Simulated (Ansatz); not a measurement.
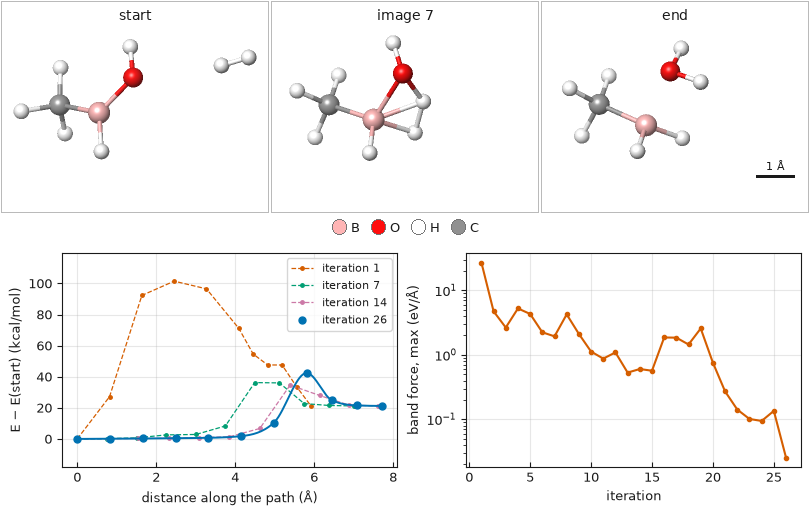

NEB run on CH7BO, made up at the start of CH$_{5}$BO and H2. Images are numbered from 0 (start) to 10 (end). The plot follows the band through its iterations. A ball-and-stick model, seen at a tilt.

Theory: Ansatz, RKS B3LYP-D4/cc-pVDZ. Set-up: 9 movable images; climbing image; force threshold 0.05 eV/Å; iteration limit 60; starting path through a guess of the saddle point.

### Did the band converge, and can the barrier be trusted?

The result is final at these settings. The band converged in 26 iterations. The largest component of the band force went from 27 to 0.025 eV/Å. The climbing image converged on the top of the path. Its vibrational analysis gives one imaginary mode (1345i cm⁻¹), as a transition state must have. The first iteration put the highest image at 101.5 kcal/mol. The highest point, image 7, lies 42.4 kcal/mol above the start and 21.2 kcal/mol above the end; the end is at +21.2 kcal/mol relative to the start.

Limits of the set-up: the start holds two separate molecules, 2.5 Å apart at their closest, whose relative position is a soft coordinate.

The run took 7 min on 1 thread of Arm Neoverse V2, with other jobs on the host, peak memory 0.13 GiB.
